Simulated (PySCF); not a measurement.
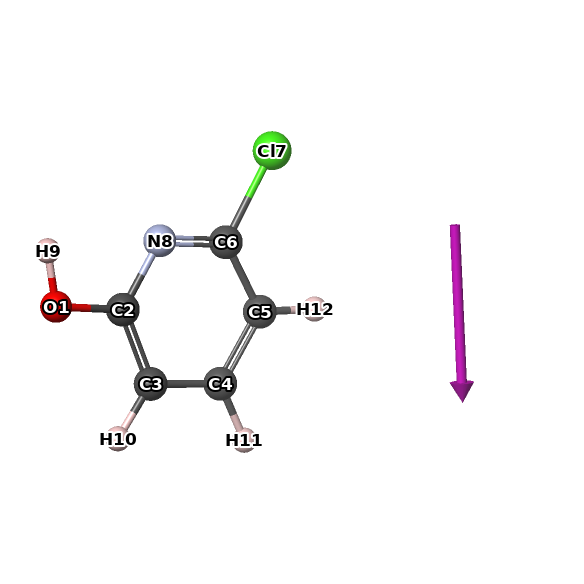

The arrow beside the molecule shows the direction of the dipole moment, from the negative to the positive end (its length means nothing). The geometry was computed by an optimisation with PBE0-D3(BJ)/def2-SVP. No frequency run is at hand to confirm it as a minimum. Properties computed with ωB97X-D/pcSseg-2, gas phase (PySCF 2.14.0).

Question: How large is the dipole moment?

Answer: 1.94 D; it points from the side of Cl7 to the side of H11 (the outermost atoms at the two ends).
